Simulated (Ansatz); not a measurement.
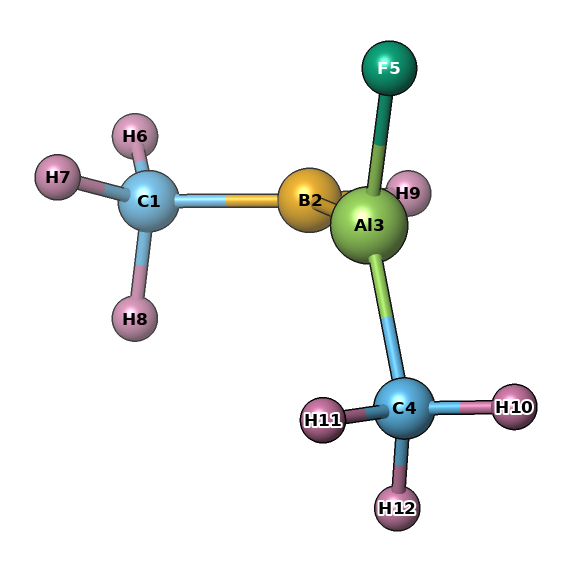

B2 lies behind Al3. The molecule seen a little off the Al3–B2 bond, Al3 in front. Distant atoms are faded towards the background colour. The computed structure is the end point of a PBE0-D4/def2-TZVP optimisation. No frequency run is at hand to confirm it as a minimum.

What is the torsion angle F5–Al3–B2–C1? The sign is positive where the front bond must turn clockwise to cover the back bond.

Answer. −93°, about perpendicular.
